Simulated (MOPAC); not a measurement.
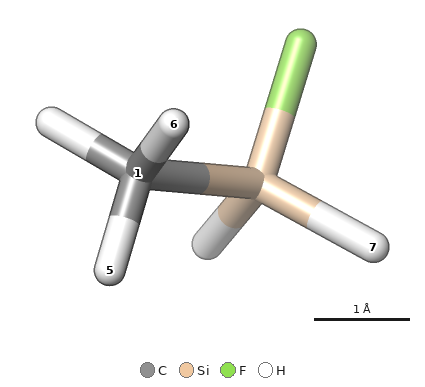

Fig. 1: The input geometry (stick view, seen at a tilt; atoms are numbered from 1 in the order of the input). Bond lengths as drawn: C–H 1.10 to 1.11 Å, C–Si 1.84 Å, F–Si 1.60 Å and H–Si 1.46 Å.

# Run report: CH₅FSi (charge +1), single-point calculation

- system: CH₅FSi, charge +1, multiplicity 2
- method: PM6, unrestricted (MOPAC 23.2.5)

The geometry was optimised with PM6.

The input (run.mop):
```
PM6 UHF 1SCF DOUBLET DISP CHARGE=1 AUX(PRECISION=6) T=10M THREADS=1
PM6 energy

C     -0.509672 +1     0.701731 +1    -0.436772 +1
Si     0.443958 +1    -0.632074 +1     0.396736 +1
F      1.940234 +1    -0.659020 +1    -0.159557 +1
H     -0.577245 +1     0.564448 +1    -1.528307 +1
H     -1.542433 +1     0.711064 +1    -0.039853 +1
H     -0.083226 +1     1.704280 +1    -0.269681 +1
H      0.558949 +1    -0.404396 +1     1.832042 +1
H     -0.106707 +1    -1.952478 +1     0.116621 +1
```

Command:
```bash
mopac run.mop
```

The program's output:
```
MOPAC v23.2.5
PM6 CALCULATION RESULTS

 *  PM6        - The PM6 Hamiltonian to be used
 *  DOUBLET    - SPIN STATE DEFINED AS A DOUBLET
 *  UHF        - UNRESTRICTED HARTREE-FOCK CALCULATION
 *
 *
 *
 *                 CHARGE ON SYSTEM = +1
 *
 *
 *
 *  1SCF       - DO 1 SCF AND THEN STOP
 *  THREADS=1  - MULTI-THREADING NOT USED
 *  AUX        - OUTPUT AUXILIARY INFORMATION
 *  DISP       - PRINT DISPERSION AND HYDROGEN BOND ENERGIES
PM6 UHF 1SCF DOUBLET DISP CHARGE=1 AUX(PRECISION=6) T=10M THREADS=1
 PM6 energy

   ATOM   CHEMICAL          X               Y               Z
  NUMBER   SYMBOL      (ANGSTROMS)     (ANGSTROMS)     (ANGSTROMS)

     1       C         -0.50967200  *   0.70173100  *  -0.43677200  *
     2      Si          0.44395800  *  -0.63207400  *   0.39673600  *
     3       F          1.94023400  *  -0.65902000  *  -0.15955700  *
     4       H         -0.57724500  *   0.56444800  *  -1.52830700  *
     5       H         -1.54243300  *   0.71106400  *  -0.03985300  *
     6       H         -0.08322600  *   1.70428000  *  -0.26968100  *
     7       H          0.55894900  *  -0.40439600  *   1.83204200  *
     8       H         -0.10670700  *  -1.95247800  *   0.11662100  *

          CARTESIAN COORDINATES

    NO.       ATOM           X           Y           Z

     1         C         -0.5097      0.7017     -0.4368
     2        Si          0.4440     -0.6321      0.3967
     3         F          1.9402     -0.6590     -0.1596
     4         H         -0.5772      0.5644     -1.5283
     5         H         -1.5424      0.7111     -0.0399
     6         H         -0.0832      1.7043     -0.2697
     7         H          0.5589     -0.4044      1.8320
     8         H         -0.1067     -1.9525      0.1166

           Empirical Formula: C H5 Si F  =     8 atoms

      MOLECULAR POINT GROUP   :   Cs

 DOUBLET STATE CALCULATION

          UHF CALCULATION, NO. OF ALPHA ELECTRONS =   10
                           NO. OF BETA  ELECTRONS =    9

 -------------------------------------------------------------------------------
 PM6 UHF 1SCF DOUBLET DISP CHARGE=1 AUX(PRECISION=6) T=10M THREADS=1
 PM6 energy

     1SCF WAS SPECIFIED, SO BFGS WAS NOT USED
     SCF FIELD WAS ACHIEVED

                              PM6 CALCULATION

          FINAL HEAT OF FORMATION =        142.72129 KCAL/MOL =     597.14586 KJ/MOL

          TOTAL ENERGY            =     -16743.33902 KCAL/MOL = ELECTRONIC ENERGY + CORE-CORE REPULSION
          ENERGY OF ATOMS         =      16886.06030 KCAL/MOL
                              SUM =        142.72129 KCAL/MOL
          DISPERSION ENERGY       =          0.00000 KCAL/MOL
                              SUM =        142.72129 KCAL/MOL = FINAL HEAT OF FORMATION

          TOTAL ENERGY            =       -726.05990 EV
          ELECTRONIC ENERGY       =      -1610.31689 EV
          CORE-CORE REPULSION     =        884.25699 EV
          COSMO AREA              =        100.29 SQUARE ANGSTROMS
          COSMO VOLUME            =         87.26 CUBIC ANGSTROMS

          IONIZATION POTENTIAL    =         15.947233 EV
          ALPHA SOMO LUMO (EV)    =        -16.389 -5.358
          BETA  SOMO LUMO (EV)    =        -15.947-10.494
          NO. OF ALPHA ELECTRONS  =         10
          NO. OF BETA  ELECTRONS  =          9
          MOLECULAR WEIGHT        =         64.1344         POINT GROUP:  Cs

          MOLECULAR DIMENSIONS (Angstroms)

            Atom       Atom       Distance
            H     5    F     3     3.74439
            H     6    H     8     3.43827
            H     7    H     4     3.31679

          SCF CALCULATIONS        =          1

          WALL-CLOCK TIME         =      0.008 SECONDS
          COMPUTATION TIME        =      0.008 SECONDS

   ATOM   CHEMICAL          X               Y               Z
  NUMBER   SYMBOL      (ANGSTROMS)     (ANGSTROMS)     (ANGSTROMS)

     1       C         -0.50967200  *   0.70173100  *  -0.43677200  *
     2      Si          0.44395800  *  -0.63207400  *   0.39673600  *
     3       F          1.94023400  *  -0.65902000  *  -0.15955700  *
     4       H         -0.57724500  *   0.56444800  *  -1.52830700  *
     5       H         -1.54243300  *   0.71106400  *  -0.03985300  *
     6       H         -0.08322600  *   1.70428000  *  -0.26968100  *
     7       H          0.55894900  *  -0.40439600  *   1.83204200  *
     8       H         -0.10670700  *  -1.95247800  *   0.11662100  *

                             CARTESIAN COORDINATES

   1    C       -0.509672000     0.701731000    -0.436772000
   2   Si        0.443958000    -0.632074000     0.396736000
   3    F        1.940234000    -0.659020000    -0.159557000
   4    H       -0.577245000     0.564448000    -1.528307000
   5    H       -1.542433000     0.711064000    -0.039853000
   6    H       -0.083226000     1.704280000    -0.269681000
   7    H        0.558949000    -0.404396000     1.832042000
   8    H       -0.106707000    -1.952478000     0.116621000

           Empirical Formula: C H5 Si F  =     8 atoms

      MOLECULAR POINT GROUP   :   Cs

          ALPHA EIGENVALUES
 -45.57323 -29.69560 -23.62016 -20.69459 -20.61868 -20.01550 -18.94938 -18.48903
 -18.01576 -16.38901  -5.35758  -5.05693  -4.35418  -3.82875  -3.66359  -3.39225
  -2.00806  -1.41429  -0.72031   1.03421   1.13100   2.33396

           BETA EIGENVALUES
 -45.53002 -29.62378 -22.52121 -20.61794 -20.45934 -19.23550 -18.44023 -18.40898
 -15.94723 -10.49372  -5.35109  -5.01049  -4.28267  -3.95565  -3.43523  -2.81640
  -1.05527  -0.97512  -0.78273   1.03776   1.14987   2.33769

              NET ATOMIC CHARGES AND DIPOLE CONTRIBUTIONS

  ATOM NO.   TYPE          CHARGE      No. of ELECS.   s-Pop       p-Pop       d-Pop
    1          C          -0.829955        4.8300     1.09628     3.73368
    2         Si           1.081905        2.9181     1.07993     1.04359     0.79457
    3          F          -0.295320        7.2953     1.93240     5.36292
    4          H           0.242421        0.7576     0.75758
    5          H           0.224247        0.7758     0.77575
    6          H           0.242439        0.7576     0.75756
    7          H           0.167108        0.8329     0.83289
    8          H           0.167154        0.8328     0.83285
 DIPOLE           X         Y         Z       TOTAL
 POINT-CHG.    -3.585    -2.043     3.234     5.242
 HYBRID         0.083     0.342    -0.341     0.490
 SUM           -3.502    -1.701     2.893     4.850

          ATOMIC ORBITAL ELECTRON POPULATIONS

     Atom    s        px        py        pz      x^2-y^2     xz        z^2       yz        xy
    1  C   1.09628   1.23196   1.26842   1.23330
    2 Si   1.07993   0.22974   0.42678   0.38708   0.19405   0.14463   0.17849   0.07152   0.20590
    3  F   1.93240   1.66917   1.86254   1.83121
    4  H   0.75758
    5  H   0.77575
    6  H   0.75756
    7  H   0.83289
    8  H   0.83285

                    (SZ)    =    0.500000
                    (S**2)  =    0.774607

          ATOMIC ORBITAL SPIN POPULATIONS

    Atom   Total    s     px     py     pz   x^2-y^2  xz     z^2    yz     xy
         Atomic
    1  C -0.0064 -0.004 -0.005 -0.003  0.006
    2 Si  0.1841 -0.070  0.013  0.049  0.067  0.011 -0.001  0.099  0.003  0.014
    3  F  0.0173  0.000 -0.005  0.011  0.011
    4  H  0.0086  0.009
    5  H -0.0001 -0.000
    6  H  0.0086  0.009
    7  H  0.3939  0.394
    8  H  0.3940  0.394

 *                    *
 * JOB ENDED NORMALLY *
 *                    *

 TOTAL JOB TIME:             0.02 SECONDS

 == MOPAC DONE ==
```

Summary:

```tsv
quantity	value
outcome	converged
total energy	−26.682209 hartree
dispersion energy	0.000000 hartree
heat of formation	142.72 kcal/mol
basis functions	22
⟨S²⟩	0.775
hardware	1 thread of Arm Neoverse V2, 24 GiB of memory available, shared host
peak memory	0.071 GiB
```

Notes:

MOPAC's energies along a path are heats of formation.
